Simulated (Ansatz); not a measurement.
Geometry relaxation, with input and output: WH$_{6}$F

WH$_{6}$F, multiplicity 2, computed with UHF/def2-SVP (Ansatz 0.2.0).

It belongs to a series of runs on one base structure; here: end point A relaxed. Figures and captions count atoms from 1; the log counts them from 0 in places.

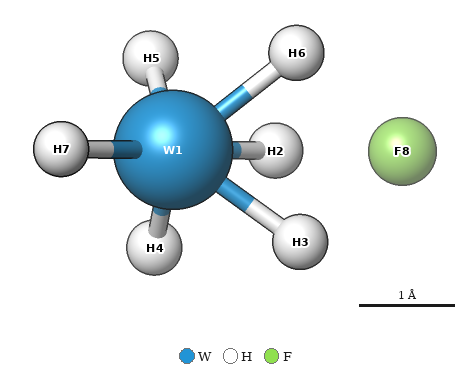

Figure 1. The starting structure (ball-and-stick view, seen at a tilt; atoms are numbered from 1 in the order of the input). Sticks mark near contacts.

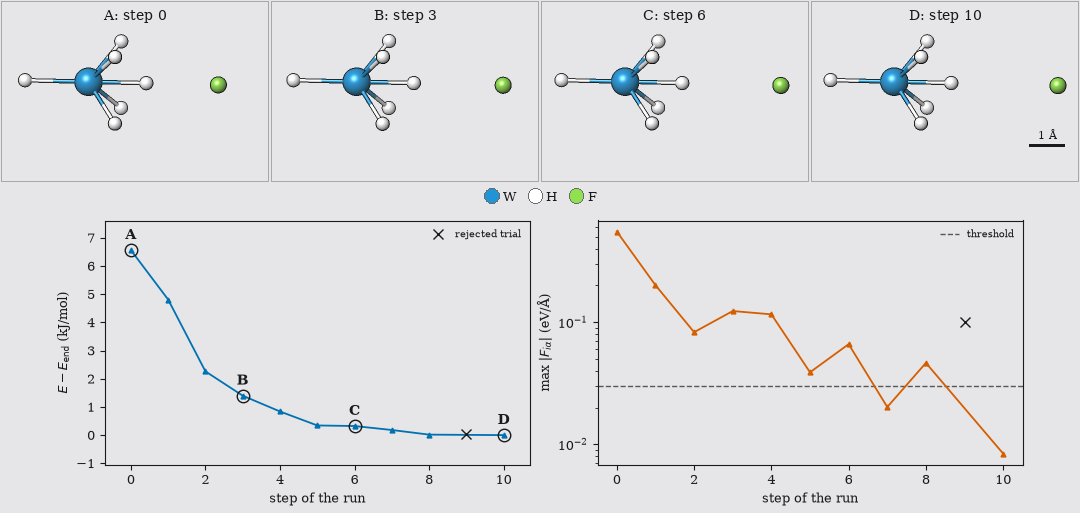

Figure 2. Frames of the relaxation (ball-and-stick view, seen at a tilt) above the curves, on which the letters mark them (the first geometry is step 0 here and step 1 in the log).

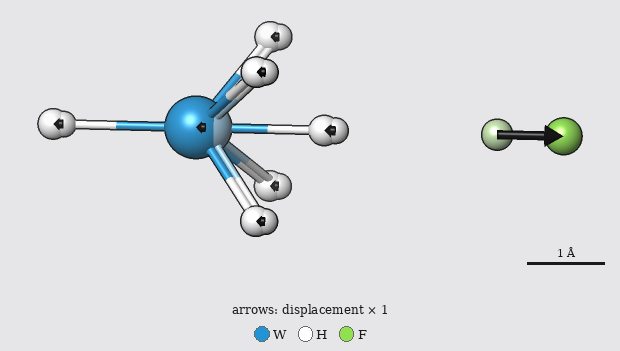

Figure 3. Start (faint) and end (solid) with the displacements as black arrows, at true length (ball-and-stick view, seen at a tilt). The two geometries are laid on each other by the best rigid fit. After 10 geometry steps the energy has fallen by 6.56 kJ/mol. The largest force component goes from 0.55 to 0.0084 eV/Å. The line search rejected the trial step at point 9 (counted from 0) and went back. The largest move after the best rigid fit is that of F8, 0.87 Å. Largest moves by element: F 0.87 Å, H 0.15 Å, W 0.12 Å. Among the contacts that change: W1–H2 1.709 → 1.684 Å, W1–H7 1.872 → 1.879 Å. (Atoms are counted from 1 in the order of the input.)

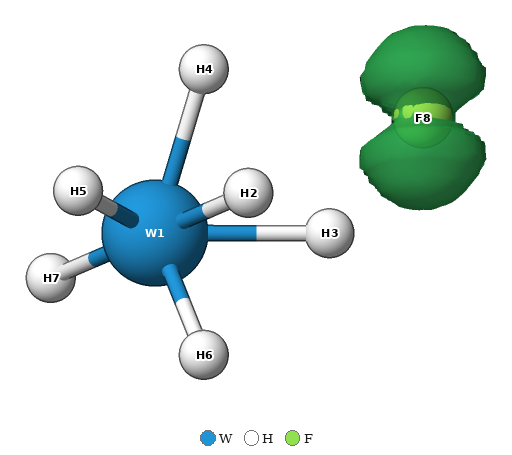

Figure 4. Isosurface of the spin density at +0.15 e/Å³ (green), seen at an oblique angle. The unpaired spin (1 electron) lies mostly on F8 (about 1.0), in electrons by Hirshfeld's partition.

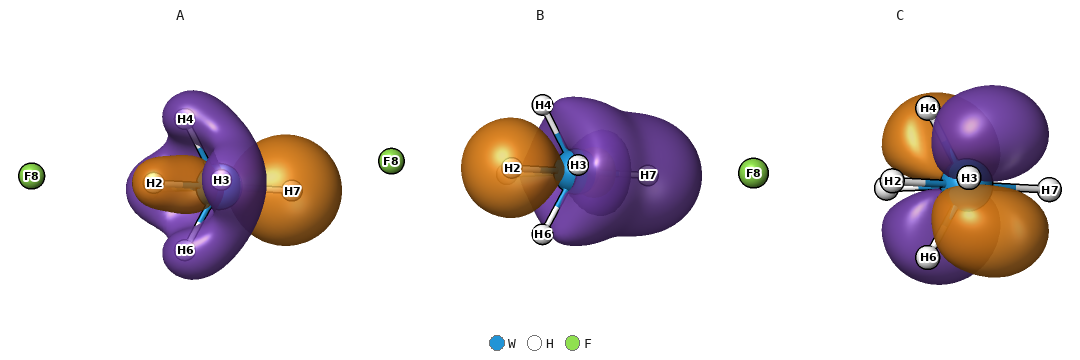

Figure 5. Three frontier orbitals at ±0.1 Å⁻³ᐟ² (orange and purple are the two phases). A is the HOMO−1 (α) (−12.60 eV). By Hirshfeld shares it lies mainly on W1 (50 %) and H7 (30 %). B is the HOMO (α) (−10.03 eV). Its weight (Hirshfeld) is mainly on W1 (45 %), H7 (30 %) and H2 (20 %). C is the LUMO (α) (0.29 eV). By Hirshfeld shares it lies mainly on W1 (85 %). The HOMO–LUMO gap is 10.32 eV between the orbital energies.

The input and output of the run follow.

## Input file
```yaml
crystal:
  periodic: [false, false, false]
  atoms:
    - { symbol: W, position_ang: [0.0, 0.0, -0.466091] }
    - { symbol: H, position_ang: [0.0, 0.0, 1.242571] }
    - { symbol: H, position_ang: [1.422361, 4.0e-06, 0.407899] }
    - { symbol: H, position_ang: [4.0e-06, 1.422361, 0.4079] }
    - { symbol: H, position_ang: [-1.422361, -4.0e-06, 0.407899] }
    - { symbol: H, position_ang: [-4.0e-06, -1.422361, 0.4079] }
    - { symbol: H, position_ang: [0.0, 0.0, -2.337785] }
    - { symbol: F, position_ang: [0.0, 0.0, 3.369707] }
magnetization:
  spin_polarized: true
  initial_magnetization: 1
basis:
  gaussian: { orbitals: def2-SVP }
hamiltonian:
  xc: hf
relax:
  f_tol: 0.03
  max_steps: 50
output:
  orbitals: {}
```

Run as:
```bash
ansatz run input.yaml --threads 1 --pin off --max-ram 2048MiB --backend cpu --events-out ev --progress --plain --runs-dir out
```

## Output
```
The last accepted step is kept in [file] (removed where the run ends without a failure and the disk answers)
Engine: ansatz 0.2.0, aarch64-unknown-linux-gnu
Functional definition: HF
  exchange = exact_x
  correlation = 0
826 factors; integrals over basis functions are off by at most 7.2e-4 eV
mean field evaluation 1: about -4586.7913 eV, gradient 3.6e1 eV
mean field evaluation 2: about -4586.7953 eV, gradient 3.6e1 eV
mean field evaluation 4: about -4589.8333 eV, gradient 2.6e1 eV
mean field evaluation 8: about -4593.4810 eV, gradient 3.5e0 eV
mean field evaluation 16: about -4596.6032 eV, gradient 2.6e0 eV
mean field evaluation 32: about -4595.5795 eV, gradient 5.0e-1 eV
mean field evaluation 64: about -4596.6555 eV, gradient 8.6e-2 eV
mean field evaluation 96: about -4586.5956 eV, gradient 1.9e1 eV
mean field evaluation 128: about -4596.6195 eV, gradient 5.4e-2 eV
mean field evaluation 160: about -4595.6838 eV, gradient 2.3e-1 eV
mean field evaluation 192: about -4593.5457 eV, gradient 3.2e0 eV
mean field evaluation 224: about -4593.1253 eV, gradient 5.7e0 eV
mean field evaluation 256: about -4594.2391 eV, gradient 1.9e1 eV
mean field -4596.69448454 eV, -168.9254065555 hartree, gradient 5.7e-6 eV, S^2 0.754220; 5 other end points of the search recorded, 0 dependent functions left out
the calculation of the forces begins
reference -4596.69448454 eV, -168.9254065555 hartree; 15, 14 occupied and 61, 62 virtual orbitals, 826 factors
relax step   1: F+E_penalty+E_count = -4596.69448454 eV  Δ(F+E_penalty+E_count) = +0.000e0 eV  max|allowed force component| = 5.518e-1 eV/Å  Δτ_max = 0.0000 Å  (456 SCF iters, accepted)
these checks for a lower state are left out or cut short: starts, cluster_reference, orbital_swaps, neighbouring_geometries, increment
826 factors; integrals over basis functions are off by at most 5.8e-4 eV
mean field -4596.71267742 eV, -168.9260751315 hartree, gradient 7.9e-6 eV, S^2 0.753312; 1 other end points of the search recorded, 0 dependent functions left out
[... from here on the field's lines of each further geometry are left out, up to the last ...]
relax step   2: F+E_penalty+E_count = -4596.71267742 eV  Δ(F+E_penalty+E_count) = -1.819e-2 eV  max|allowed force component| = 2.007e-1 eV/Å  Δτ_max = 0.0458 Å  (106 SCF iters, accepted)
relax step   3: F+E_penalty+E_count = -4596.73908422 eV  Δ(F+E_penalty+E_count) = -2.641e-2 eV  max|allowed force component| = 8.280e-2 eV/Å  Δτ_max = 0.1948 Å  (107 SCF iters, accepted)
relax step   4: F+E_penalty+E_count = -4596.74801619 eV  Δ(F+E_penalty+E_count) = -8.932e-3 eV  max|allowed force component| = 1.234e-1 eV/Å  Δτ_max = 0.1968 Å  (104 SCF iters, accepted)
relax step   5: F+E_penalty+E_count = -4596.75382892 eV  Δ(F+E_penalty+E_count) = -5.813e-3 eV  max|allowed force component| = 1.159e-1 eV/Å  Δτ_max = 0.1121 Å  (132 SCF iters, accepted)
WARN: the results are in doubt because the forces break the atoms' symmetry
relax step   6: F+E_penalty+E_count = -4596.75896396 eV  Δ(F+E_penalty+E_count) = -5.135e-3 eV  max|allowed force component| = 3.887e-2 eV/Å  Δτ_max = 0.1077 Å  (362 SCF iters, accepted)
relax step   7: F+E_penalty+E_count = -4596.75917657 eV  Δ(F+E_penalty+E_count) = -2.126e-4 eV  max|allowed force component| = 6.605e-2 eV/Å  Δτ_max = 0.0061 Å  (233 SCF iters, accepted)
relax step   8: F+E_penalty+E_count = -4596.76063490 eV  Δ(F+E_penalty+E_count) = -1.458e-3 eV  max|allowed force component| = 2.019e-2 eV/Å  Δτ_max = 0.0489 Å  (232 SCF iters, accepted)
relax step   9: F+E_penalty+E_count = -4596.76234125 eV  Δ(F+E_penalty+E_count) = -1.706e-3 eV  max|allowed force component| = 4.638e-2 eV/Å  Δτ_max = 0.1357 Å  (277 SCF iters, accepted)
relax step  10: F+E_penalty+E_count = -4596.76199104 eV  Δ(F+E_penalty+E_count) = +3.502e-4 eV  max|allowed force component| = 9.960e-2 eV/Å  Δτ_max = 0.0524 Å  (248 SCF iters, rejected (line search))
the calculation of the forces begins
reference -4596.76251974 eV, -168.9279068029 hartree; 15, 14 occupied and 61, 62 virtual orbitals, 826 factors
relax step  11: F+E_penalty+E_count = -4596.76251974 eV  Δ(F+E_penalty+E_count) = -1.785e-4 eV  max|allowed force component| = 8.384e-3 eV/Å  Δτ_max = 0.0256 Å  (199 SCF iters, accepted)
826 factors; integrals over basis functions are off by at most 3.4e-4 eV
mean field evaluation 480: about -4587.3650 eV, gradient 3.1e1 eV
mean field evaluation 512: about -4596.7616 eV, gradient 1.7e-1 eV
mean field evaluation 544: about -4596.7625 eV, gradient 8.5e-5 eV
mean field evaluation 576: about -4596.0206 eV, gradient 1.3e0 eV
mean field evaluation 608: about -4596.6711 eV, gradient 6.0e0 eV
mean field evaluation 640: about -4594.9565 eV, gradient 4.4e0 eV
mean field evaluation 672: about -4596.7601 eV, gradient 4.4e-1 eV
mean field evaluation 704: about -4596.7625 eV, gradient 7.1e-5 eV
mean field evaluation 736: about -4595.6170 eV, gradient 1.3e0 eV
mean field evaluation 768: about -4593.8165 eV, gradient 1.2e0 eV
mean field evaluation 800: about -4593.7002 eV, gradient 3.4e0 eV
mean field evaluation 832: about -4596.7625 eV, gradient 4.7e-5 eV
mean field evaluation 864: about -4596.7625 eV, gradient 1.2e-8 eV
mean field -4596.76251974 eV, -168.9279068029 hartree, gradient 1.2e-8 eV, S^2 0.752500; 6 other end points of the search recorded, 0 dependent functions left out
the calculation of the forces begins
reference -4596.76251974 eV, -168.9279068029 hartree; 15, 14 occupied and 61, 62 virtual orbitals, 826 factors
Total energy: -4596.76251974 eV, -168.9279068029 hartree
Atom 0 at    -0.000000     0.000000    -0.590143 Å, force    -0.000000    -0.000000    -0.008384 eV/Å
Atom 1 at    -0.000000     0.000000     1.094177 Å, force     0.000000     0.000000     0.003403 eV/Å
Atom 2 at     1.418385    -0.000000     0.290489 Å, force     0.001002     0.000000     0.000432 eV/Å
Atom 3 at    -0.000000     1.418690     0.290307 Å, force     0.000000     0.000658     0.000264 eV/Å
Atom 4 at    -1.418385     0.000000     0.290489 Å, force    -0.001002    -0.000000     0.000432 eV/Å
Atom 5 at     0.000000    -1.418690     0.290307 Å, force    -0.000000    -0.000658     0.000264 eV/Å
Atom 6 at     0.000000    -0.000000    -2.468958 Å, force     0.000000     0.000000     0.002077 eV/Å
Atom 7 at    -0.000000     0.000000     4.243332 Å, force    -0.000000     0.000000     0.001511 eV/Å
Dipole moment:    -0.000000    -0.000000    -0.030544 e Å
```

## Trajectory as extended XYZ (Å, eV, eV/Å), 11 frames, from step=1 to step=11
```
8
Properties=species:S:1:pos:R:3:forces:R:3 step=1 energy=-4596.69448
W     0.0000    0.0000   -0.4661    0.0000   0.0000   0.3336
H     0.0000    0.0000    1.2426    0.0000   0.0000  -0.5518
H     1.4224    0.0000    0.4079   -0.0001   0.0000   0.0020
H     0.0000    1.4224    0.4079    0.0000  -0.0001   0.0020
H    -1.4224    0.0000    0.4079    0.0001   0.0000   0.0020
H     0.0000   -1.4224    0.4079    0.0000   0.0001   0.0020
H     0.0000    0.0000   -2.3378    0.0000   0.0000  -0.0071
F     0.0000    0.0000    3.3697    0.0000   0.0000   0.2172
8
Properties=species:S:1:pos:R:3:forces:R:3 step=2 energy=-4596.71268
W     0.0000    0.0000   -0.4677    0.0000   0.0000  -0.2007
H     0.0000    0.0000    1.2034    0.0000   0.0000   0.0894
H     1.4217    0.0000    0.4075   -0.0073   0.0000   0.0024
H     0.0000    1.4217    0.4075    0.0000  -0.0073   0.0024
H    -1.4217    0.0000    0.4075    0.0073   0.0000   0.0024
H     0.0000   -1.4217    0.4075    0.0000   0.0073   0.0024
H     0.0000    0.0000   -2.3412    0.0000   0.0000  -0.0662
F     0.0000    0.0000    3.4155    0.0000   0.0000   0.1681
8
Properties=species:S:1:pos:R:3:forces:R:3 step=3 energy=-4596.73908
W     0.0000    0.0000   -0.4988    0.0000   0.0000  -0.0776
H     0.0000    0.0000    1.1806    0.0000   0.0000  -0.0008
H     1.4174    0.0000    0.3830    0.0102   0.0000  -0.0201
H     0.0000    1.4174    0.3830    0.0000   0.0102  -0.0201
H    -1.4174    0.0000    0.3830   -0.0102   0.0000  -0.0201
H     0.0000   -1.4174    0.3830    0.0000  -0.0102  -0.0201
H     0.0000    0.0000   -2.3843    0.0000   0.0000   0.0828
F     0.0000    0.0000    3.6104    0.0000   0.0000   0.0759
8
Properties=species:S:1:pos:R:3:forces:R:3 step=4 energy=-4596.74802
W     0.0000    0.0000   -0.5194    0.0000   0.0000  -0.1234
H     0.0000    0.0000    1.1685    0.0000   0.0000  -0.0369
H     1.4295    0.0000    0.3425   -0.0209   0.0001   0.0594
H     0.0000    1.4295    0.3425    0.0001  -0.0209   0.0594
H    -1.4295    0.0000    0.3425    0.0209  -0.0001   0.0594
H     0.0000   -1.4295    0.3425   -0.0001   0.0209   0.0594
H     0.0000    0.0000   -2.3863    0.0000   0.0000  -0.1094
F     0.0000    0.0000    3.8072    0.0000   0.0000   0.0320
8
Properties=species:S:1:pos:R:3:forces:R:3 step=5 energy=-4596.75383
W     0.0000    0.0000   -0.5443    0.0000   0.0000   0.1159
H     0.0000    0.0000    1.1430    0.0000   0.0000  -0.0363
H     1.4203    0.0000    0.3342   -0.0053   0.0000  -0.0087
H     0.0000    1.4203    0.3342    0.0000  -0.0053  -0.0087
H    -1.4203    0.0000    0.3342    0.0053   0.0000  -0.0087
H     0.0000   -1.4203    0.3342    0.0000   0.0053  -0.0087
H     0.0000    0.0000   -2.4148    0.0000   0.0000  -0.0623
F     0.0000    0.0000    3.9194    0.0000   0.0000   0.0176
8
Properties=species:S:1:pos:R:3:forces:R:3 step=6 energy=-4596.75896
W     0.0000    0.0000   -0.5584    0.0000   0.0000  -0.0225
H     0.0000    0.0000    1.1269    0.0000   0.0000  -0.0389
H     1.4198    0.0000    0.3204   -0.0075   0.0000   0.0069
H     0.0000    1.4198    0.3204    0.0000  -0.0048   0.0084
H    -1.4198    0.0000    0.3204    0.0075   0.0000   0.0069
H     0.0000   -1.4198    0.3204    0.0000   0.0048   0.0084
H     0.0000    0.0000   -2.4374    0.0000   0.0000   0.0010
F     0.0000    0.0000    4.0271    0.0000   0.0000   0.0297
8
Properties=species:S:1:pos:R:3:forces:R:3 step=7 energy=-4596.75918
W     0.0000    0.0000   -0.5630    0.0000   0.0000   0.0660
H     0.0000    0.0000    1.1214    0.0000   0.0000  -0.0273
H     1.4155    0.0000    0.3225    0.0077   0.0000  -0.0158
H     0.0000    1.4158    0.3225    0.0000   0.0062  -0.0170
H    -1.4155    0.0000    0.3225   -0.0077   0.0000  -0.0158
H     0.0000   -1.4158    0.3225    0.0000  -0.0062  -0.0170
H     0.0000    0.0000   -2.4417    0.0000   0.0000  -0.0007
F     0.0000    0.0000    4.0332    0.0000   0.0000   0.0275
8
Properties=species:S:1:pos:R:3:forces:R:3 step=8 energy=-4596.76063
W     0.0000    0.0000   -0.5682    0.0000   0.0000   0.0112
H     0.0000    0.0000    1.1156    0.0000   0.0000  -0.0075
H     1.4171    0.0000    0.3144    0.0047   0.0000  -0.0049
H     0.0000    1.4174    0.3144    0.0000   0.0040  -0.0055
H    -1.4171    0.0000    0.3144   -0.0047   0.0000  -0.0049
H     0.0000   -1.4174    0.3144    0.0000  -0.0040  -0.0055
H     0.0000    0.0000   -2.4469    0.0000   0.0000  -0.0030
F     0.0000    0.0000    4.0821    0.0000   0.0000   0.0202
8
Properties=species:S:1:pos:R:3:forces:R:3 step=9 energy=-4596.76234
W     0.0000    0.0000   -0.5864    0.0000   0.0000   0.0228
H     0.0000    0.0000    1.1006    0.0000   0.0000  -0.0464
H     1.4191    0.0000    0.2940   -0.0072   0.0000  -0.0031
H     0.0000    1.4193    0.2937    0.0000  -0.0054  -0.0018
H    -1.4191    0.0000    0.2940    0.0072   0.0000  -0.0031
H     0.0000   -1.4193    0.2937    0.0000   0.0054  -0.0018
H     0.0000    0.0000   -2.4673    0.0000   0.0000   0.0291
F     0.0000    0.0000    4.2178    0.0000   0.0000   0.0041
8
Properties=species:S:1:pos:R:3:forces:R:3 step=10 energy=-4596.76199 accepted=F
W     0.0000    0.0000   -0.5944    0.0000   0.0000   0.0022
H     0.0000    0.0000    1.0873    0.0000   0.0000   0.0674
H     1.4184    0.0000    0.2854    0.0056   0.0000   0.0081
H     0.0000    1.4188    0.2852    0.0000   0.0043   0.0073
H    -1.4184    0.0000    0.2854   -0.0056   0.0000   0.0081
H     0.0000   -1.4188    0.2852    0.0000  -0.0043   0.0073
H     0.0000    0.0000   -2.4643    0.0000   0.0000  -0.0996
F     0.0000    0.0000    4.2702    0.0000   0.0000  -0.0009
8
Properties=species:S:1:pos:R:3:forces:R:3 step=11 energy=-4596.76252
W     0.0000    0.0000   -0.5901    0.0000   0.0000  -0.0084
H     0.0000    0.0000    1.0942    0.0000   0.0000   0.0034
H     1.4184    0.0000    0.2905    0.0010   0.0000   0.0004
H     0.0000    1.4187    0.2903    0.0000   0.0007   0.0003
H    -1.4184    0.0000    0.2905   -0.0010   0.0000   0.0004
H     0.0000   -1.4187    0.2903    0.0000  -0.0007   0.0003
H     0.0000    0.0000   -2.4690    0.0000   0.0000   0.0021
F     0.0000    0.0000    4.2433    0.0000   0.0000   0.0015
```

## Key numbers

```csv
quantity,value
outcome,converged
total energy,−4596.7625 eV
mean-field energy,−4596.7625 eV
⟨S²⟩,0.752
largest force (length of the vector) at the end,0.008 eV/Å
hardware,"1 thread of Arm Neoverse V2, 24 GiB of memory available, shared host"
wall time,56 s
peak memory,0.18 GiB
```
